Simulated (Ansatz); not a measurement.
**CH₇Si₂ (SMILES C[SiH-][SiH3]) (charge −1): density, localisation and related maps**

```xyz
10

C    -1.1554   -0.8677   -1.1944
Si    0.5773    1.5131    0.2133
Si    0.4999    0.0875   -1.6833
H     1.9098    2.2114    0.4037
H     1.5009   -0.8938   -1.0287
H    -0.3955    2.6782    0.1601
H    -1.1911   -1.2363   -0.1550
H     0.2969    0.9500    1.6024
H    -2.0306   -0.2129   -1.3463
H    -1.2923   -1.7359   -1.8620
```

Geometry: PBE0-D3(BJ)/def2-SVPD.

Level of theory: Ansatz, isolated molecule in a Gaussian basis; Kohn-Sham density functional theory, functional PBE0.

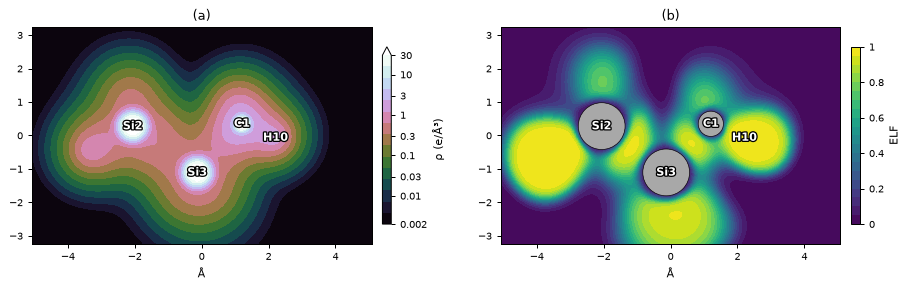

Figure 1. (a) electron density; (b) ELF on the plane of atoms C1, Si3 and Si2. Grey discs cover the atomic cores in the ELF map.

Read the bonding off the picture.

Answer. The section cuts through C, Si and H sites.
C–Si (1.97 Å): ρ is about 0.78 e/Å³ halfway; the ELF peaks at about 0.95 between the atoms; a covalent bond.
Si–Si (2.37 Å): ρ is about 0.57 e/Å³ halfway; the ELF peaks at about 0.95 between the atoms: localised, covalent bonding.
C–H (1.10 Å): ρ at the midpoint is about 1.9 e/Å³; the ELF climbs to about 1 towards the hydrogen, as it does in any bond to H; a covalent bond by its length.
The ELF also peaks beside Si3, away from the bonds: lone-pair regions.

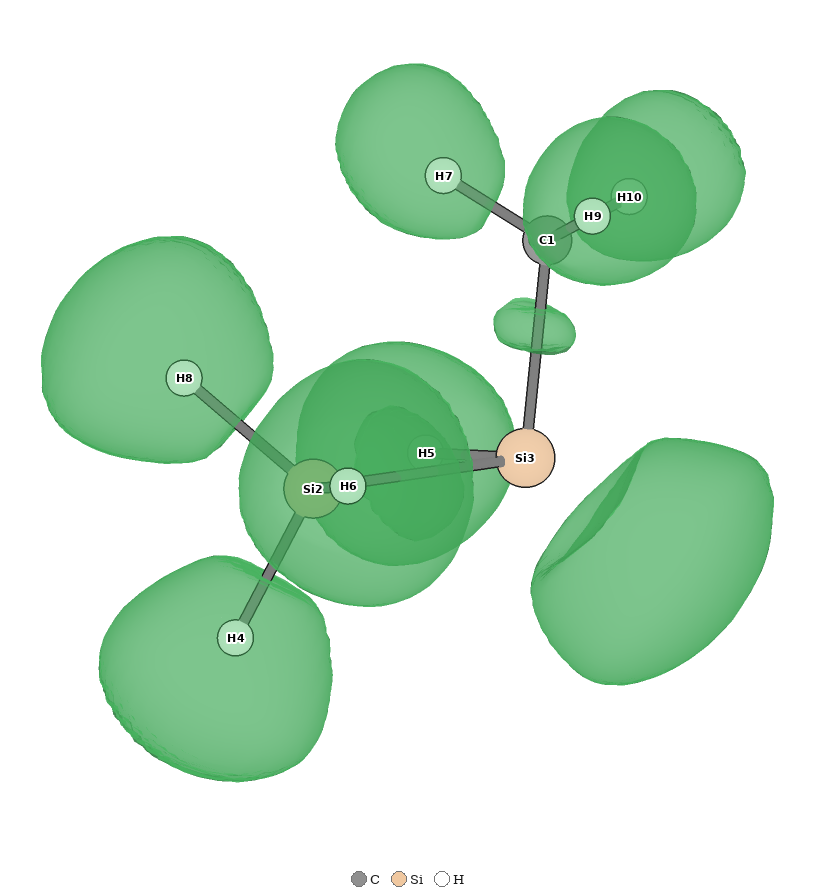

Figure 2. Isosurface of the electron localisation function at 0.9 (green), seen at an oblique angle. Only the valence region is drawn (cores and ρ < 0.01 e/Å³ removed).

What do the ELF domains correspond to?

Answer. The ELF exceeds this value in one region between bonded C–Si atoms (shared pairs), one region between bonded Si–Si atoms (shared pairs), seven regions around hydrogen nuclei and one lobe on Si, pointing away from the bonds (lone pairs).

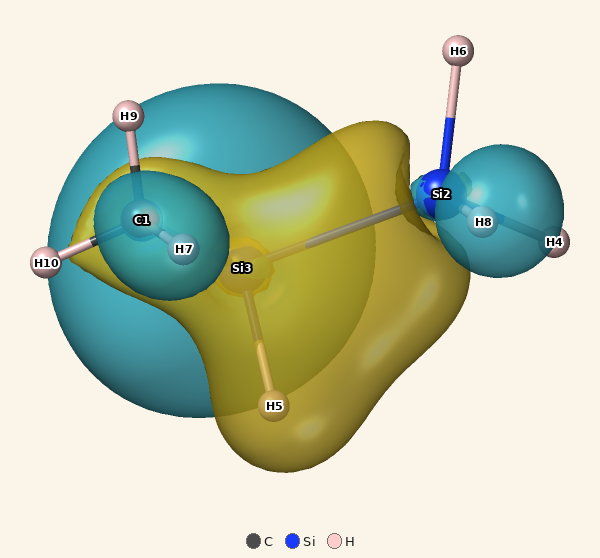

Figure 3. The HOMO at ±0.08 Å⁻³ᐟ² (yellow and cyan are the two phases), seen at a tilt.

What is the character of this orbital?

Answer. It lies mainly on Si3 (about 70 %) and Si2 (about 10 %). Its energy is −0.39 eV.
